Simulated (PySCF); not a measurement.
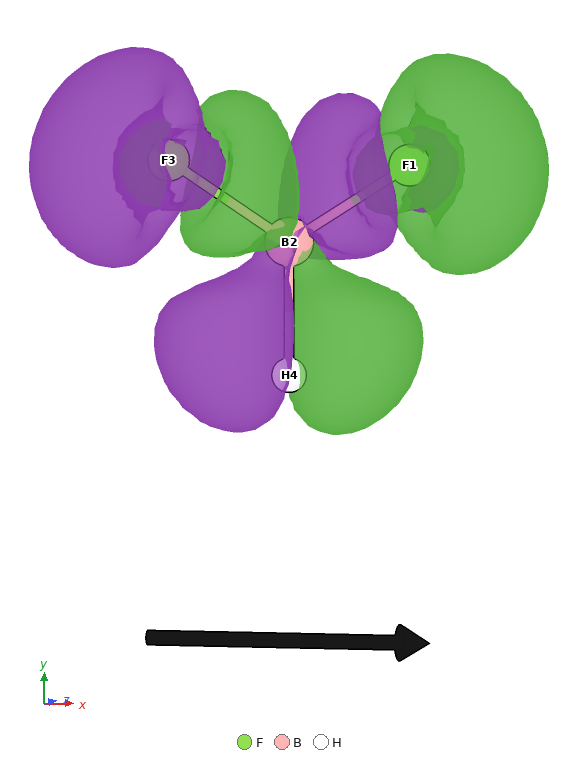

*BF$_{2}$H, SMILES `FBF`. Change of the electron density in a uniform field of 0.21 V/Å along +x (arrow), surfaces at ±0.001 e/Å³ (purple: gain, green: loss).*

Computed with PySCF, ωB97X/def2-TZVP, geometry: GFN2-xTB. No frequency check shows the geometry to be a minimum. A basis without diffuse functions makes polarisabilities too small.

Input

```python
import numpy as np
from pyscf import gto, scf, dft
from pyscf.scf import atom_ks, atom_hf
from scipy.linalg import block_diag

def solve(mol, dm0=None, hcore=None):
    mf = (dft.UKS if mol.spin else dft.RKS)(mol, xc='wb97x')
    mf.grids.level = 3
    mf = mf.density_fit(auxbasis='def2-universal-jkfit')
    mf.conv_tol, mf.max_cycle = 1e-8, 80
    if hcore is not None:
        mf.get_hcore = lambda *args: hcore
    mf.kernel(dm0)
    if not mf.converged:
        mf = mf.newton().run(mf.mo_coeff, mf.mo_occ, max_cycle=30)
    assert mf.converged, 'SCF not converged'
    return mf

mol = gto.M(atom='''
F      1.10641     0.22208     0.00000
B     -0.00001    -0.47187     0.00000
F     -1.10632     0.22223     0.00000
H     -0.00074    -1.63948     0.00000
''', basis='def2-tzvp', charge=0, spin=0, verbose=4)
field = np.array([0.004, 0.0, 0.0])  # atomic units
mol.set_common_orig(mol.atom_charges() @ mol.atom_coords() / mol.atom_charges().sum())
mf = solve(mol)
out = dict(dm0=mf.make_rdm1(), d0=mf.dip_moment(unit='AU'), e0=mf.e_tot)
for name, sign in (('p', 1), ('m', -1)):
    h = mf.get_hcore() + sign * np.einsum('x,xij->ij', field, mol.intor('int1e_r'))
    mi = solve(mol, mf.make_rdm1(), h)
    out.update({'dm' + name: mi.make_rdm1(), 'd' + name: mi.dip_moment(unit='AU'), 'e' + name: mi.e_tot})
# spherically averaged free atoms, for the promolecule
atm = atom_ks.get_atm_nrks(mol, xc='wb97x')
pro = block_diag(*[(atm[a[0]][2] * atm[a[0]][3]) @ atm[a[0]][2].T for a in mol._atom])
np.savez('result.npz', pro=pro, **out)
```

Run with:

```sh
OMP_NUM_THREADS=1 python input.py
```

The run took 9.9 s on 1 thread of Arm Neoverse V1, with other jobs on the host, peak memory 0.38 GiB.

Partitions, critical points and surface values were worked out afterwards from this run's density.

What dipole is induced, and what polarisability does it imply?

The induced dipole is 0.17 D (along the field); α along this axis, from the fields in both directions, is 16 bohr³ (2.4 Å³).

Which atoms gain and lose the most charge?

Electrons gather most on F3 (Hirshfeld charge changes by −0.007 e) and leave F1 most (+0.007 e); 0.019 electrons are displaced in all.
